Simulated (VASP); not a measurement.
Band structure of Ru (hcp). These are r2SCAN meta-GGA with spin-orbit coupling, VASP's PBE PAW potentials (set 64) (plane waves; VASP) values and carry that method's errors.

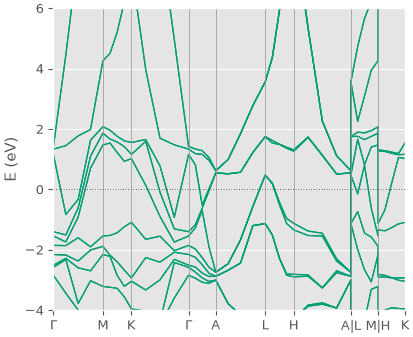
*Bands along high-symmetry lines, zero at the valence-band maximum or, without a gap, the Fermi level*

**Question.** Read the plot: is there a gap, and where are the band edges?

**Answer.** It has no gap at this level: it comes out as a metal or semimetal.

The compound is Ru in the hcp structure. It was relaxed first.
